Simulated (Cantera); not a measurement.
A closed system holds: 1 mol CsOH, 0.011 mol O2, held at 0.170 bar.

Cantera equilibrium calculation (NASA polynomials, part measured and part estimated; ideal gas, pure solids and liquids). Candidate condensed phases: Cs, CsOH, H2O; 15 gas species. Condensed phases not in the tables: the peroxide. Equilibrium is a limit: real reactors are often held back by kinetics, nucleation or transport.

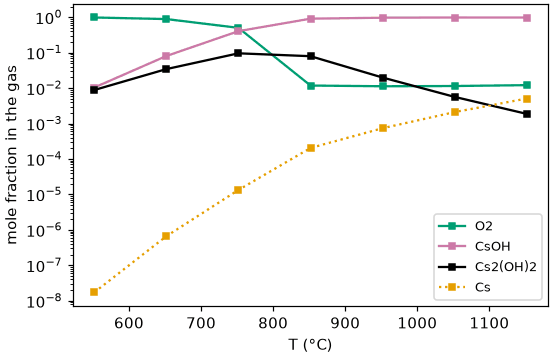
*Equilibrium gas composition (values under 1e-9 drawn at 1e-9)*

Q: Read off the mole fractions at 1152 °C.

A: CsOH about 0.98, O2 about 0.012, Cs about 0.0051, Cs2(OH)2 about 0.0019.
